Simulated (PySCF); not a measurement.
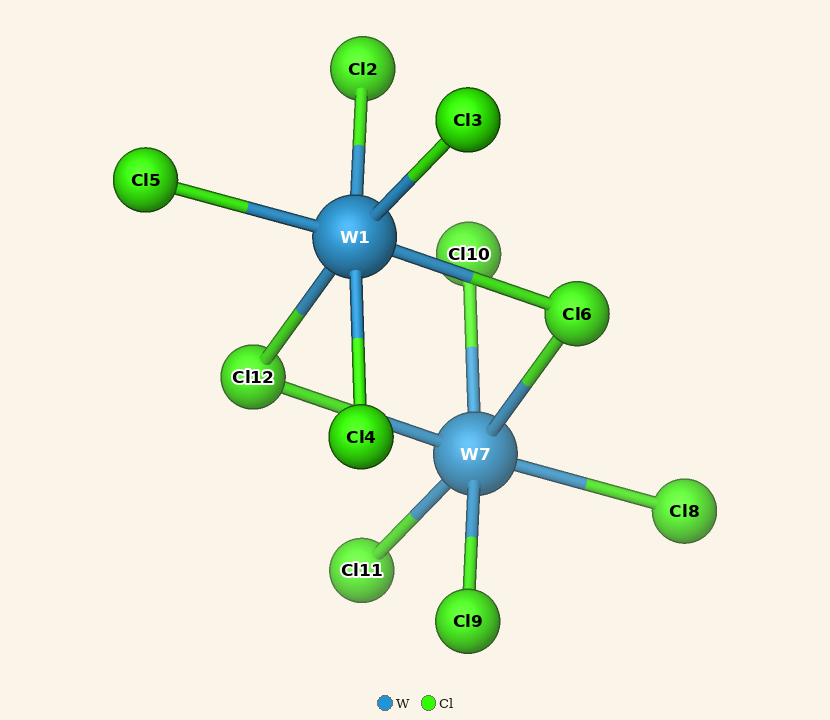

Depth is shown by fading: the farther an atom, the more it takes the colour of the background. Charge 0, triplet. Computed geometry: PBE0-D3(BJ)/def2-SVP optimisation. No frequency run is at hand to confirm it as a minimum. Other spin states may lie lower.

> What is the conformation of the ring W1–Cl6–W7–Cl12?

It is planar. The Cremer–Pople amplitude Q is 0.00 Å.

> Give the torsion angles round the ring, beginning with the bond from its second to its third atom.

0°, 0°, 0°, 0°.
